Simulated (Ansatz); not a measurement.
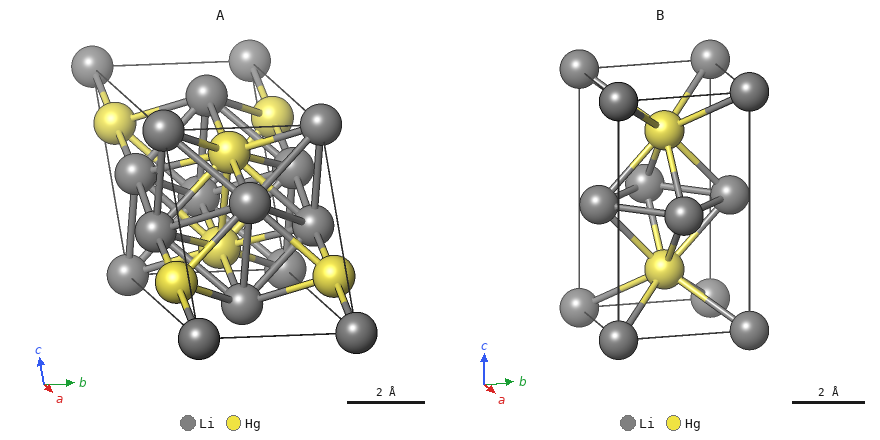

Two structures of Li3Hg2, each relaxed to rest (conventional cells in solid outline, small ones repeated, not to one scale). Method: DFT PBE, scalar-relativistic, plane waves, PAW in Ansatz, without spin polarisation.

### Describe A and B.

A: 10 atoms a cell on a base-centred monoclinic lattice, C2/m. B: 5 atoms a cell on a primitive tetragonal lattice, P4/mmm.

### A or B: which is lower in energy?

A is lower, by 100 meV/atom at this level of theory (energies at zero smearing). Volumes: A 18.3, B 20.2 Å³/atom.

One or both may be structure types tried for this composition rather than known phases.
